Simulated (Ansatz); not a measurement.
**How far to go with the k-point mesh at a smearing width of 0.05 eV: LuAu (P4mm, 2 atoms in the cell)**

```
CELL_PARAMETERS angstrom
      3.51413     0.00000     0.00000
      0.00000     3.51413     0.00000
      0.00000     0.00000     3.51413
ATOMIC_POSITIONS crystal
  Lu 0.50000 0.50000 0.51423
  Au 0.00000 0.00000 0.00000
```

Computed with PBEsol, default PAW files made with PBE (plane waves; Ansatz, a quantum-chemistry and plane-wave program).

Base settings: basis.ecutwfc = 420 eV; kpoints.mp_grid.grid = 9 9 9; hamiltonian.xc = pbesol; hamiltonian.pseudopotentials = {kind: paw} (the program's default PAW files); scf.occupations.method = fermi_dirac; scf.occupations.width = 0.1 eV.

In this ladder: scf.occupations.width = 0.05 eV.

The second cell is the first with its lattice scaled by 0.98.

Only quantities that move along the ladder and can be compared are tabulated.

The count of work is k-points × plane waves × bands × iterations; it is no time. Core times come from one kind of shared machine, to one figure; runs under 30 s give none.

The starting cell comes from a database of computed structures (which also holds hypothetical and non-ambient phases and stackings), without a prior relaxation at this level. Its lattice was rescaled by up to half a per cent. One atom was moved a little off its site on purpose. In the base run, with a pressure of about -3 GPa the cell is away from its equilibrium volume at this level. Ansatz's pressure includes its estimate of the finite-basis (Pulay) stress.

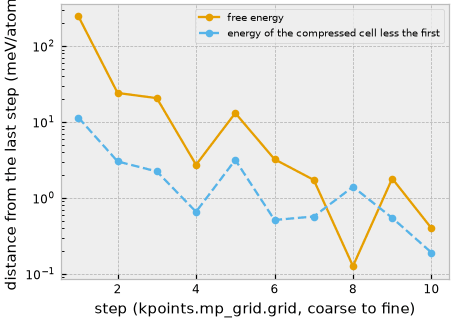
Figure. Distance from the last step along the ladder; very small values are drawn at a floor.

| kpoints.mp_grid.grid | free energy less the last step's (meV/atom) | energy of the compressed cell less the first (meV/atom) | pressure (GPa) | largest difference of a force vector from the last step's (eV/Å) | count of work / last | core time / last (rough) |
|---|---|---|---|---|---|---|
| 3 3 3 | 246.92 | 11.64 | -1.65 | 0.003 | 0.0073 | – |
| 4 4 4 | 24.16 | -2.86 | -3.09 | 0.012 | 0.022 | – |
| 5 5 5 | -20.63 | -2.06 | -3.36 | 0.003 | 0.019 | – |
| 6 6 6 | 2.74 | 0.83 | -2.96 | 0.001 | 0.043 | – |
| 7 7 7 | 13.12 | 3.34 | -2.65 | 0.007 | 0.043 | – |
| 9 9 9 | -3.24 | 0.69 | -3.01 | 0.002 | 0.080 | – |
| 10 10 10 | -1.73 | 0.74 | -2.98 | 0.001 | 0.13 | – |
| 12 12 12 | 0.13 | -1.23 | -3.23 | 0.004 | 0.21 | – |
| 15 15 15 | 1.80 | -0.37 | -3.11 | 0.000 | 0.31 | 0.3 |
| 18 18 18 | 0.40 | 0.36 | -3.03 | 0.001 | 0.59 | 0.6 |
| 22 22 22 | 0.00 | 0.17 | -3.05 | 0.000 | 1.0 | 1 |

Coarsest kpoints.mp_grid.grid that holds the forces within 0.01 eV/Å of the last step, with all finer ones: 5 5 5, at 0.019 of the last step's count of work; the step before is off by 0.012 eV/Å.

Coarsest kpoints.mp_grid.grid that holds the pressure within 0.2 GPa of the last step, with all finer ones: 9 9 9, at 0.080 of the last step's count of work; the step before is off by 0.40 GPa.

Coarsest kpoints.mp_grid.grid that holds the energy of the compressed cell less the first within 1 meV/atom of the last step, with all finer ones: 15 15 15, at 0.31 of the last step's count of work and about 0.3 of the last step's time; the step before is off by 1.4 meV/atom.

The energy difference between the two cells stays within 1 meV/atom of the last step's from 15 15 15 on, the total only from 18 18 18 on: much of the error is common to both cells and cancels.

Keys are those of Ansatz 0.2.
